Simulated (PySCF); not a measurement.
C₃H₈Cl₂O₂Si

```json
{"atom": "C", "x (Å)": "2.2129", "y (Å)": "0.5602", "z (Å)": "-0.7205"}
{"atom": "O", "x (Å)": "1.7728", "y (Å)": "-0.4533", "z (Å)": "0.1413"}
{"atom": "Si", "x (Å)": "0.8179", "y (Å)": "-0.3306", "z (Å)": "1.4827"}
{"atom": "O", "x (Å)": "-0.7361", "y (Å)": "-0.8384", "z (Å)": "1.1414"}
{"atom": "C", "x (Å)": "-1.3398", "y (Å)": "-0.9588", "z (Å)": "-0.1019"}
{"atom": "C", "x (Å)": "-2.1666", "y (Å)": "0.2719", "z (Å)": "-0.4336"}
{"atom": "Cl", "x (Å)": "-1.1290", "y (Å)": "1.7164", "z (Å)": "-0.5526"}
{"atom": "Cl", "x (Å)": "-3.0551", "y (Å)": "-0.0023", "z (Å)": "-1.9445"}
{"atom": "H", "x (Å)": "1.5809", "y (Å)": "0.6136", "z (Å)": "-1.6222"}
{"atom": "H", "x (Å)": "3.2471", "y (Å)": "0.3448", "z (Å)": "-1.0313"}
{"atom": "H", "x (Å)": "2.1970", "y (Å)": "1.5544", "z (Å)": "-0.2396"}
{"atom": "H", "x (Å)": "1.3204", "y (Å)": "-1.2766", "z (Å)": "2.5091"}
{"atom": "H", "x (Å)": "0.8248", "y (Å)": "1.0742", "z (Å)": "1.9825"}
{"atom": "H", "x (Å)": "-2.0327", "y (Å)": "-1.8171", "z (Å)": "-0.0881"}
{"atom": "H", "x (Å)": "-0.6104", "y (Å)": "-1.1239", "z (Å)": "-0.9148"}
{"atom": "H", "x (Å)": "-2.9000", "y (Å)": "0.4833", "z (Å)": "0.3543"}
```

Geometry: PBE0-D3(BJ)/def2-SVP.

These are results of PySCF, wB97X-D/def2-SVPD, SCF density, gas phase, not measurements.

Question: Predict the electron density and electron localisation function between the atoms.

Answer: C–C (1.52 Å): the density is about 1.7 e/Å³ at the midpoint; the ELF peaks at about 0.95 between the atoms; localised, covalent bonding.
C–Cl (1.78 Å): the density is about 1.3 e/Å³ at the midpoint; the ELF peaks at about 0.90 between the atoms (a covalent bond).
C–H (1.10 Å): the density is about 2 e/Å³ at the midpoint; the ELF climbs to about 1 towards the hydrogen, as it does in any bond to H; an ordinary covalent bond to hydrogen.

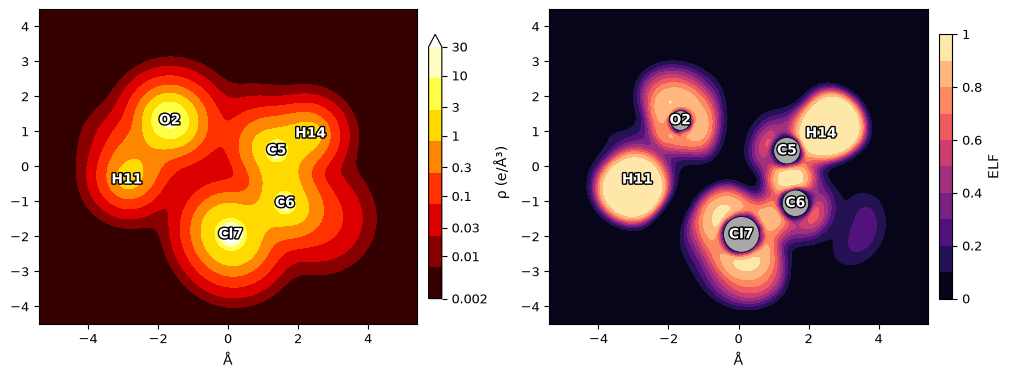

Computed electron density and electron localisation function on the plane of atoms C5, C6 and Cl7, in this order. Grey discs cover the atomic cores in the ELF map. 
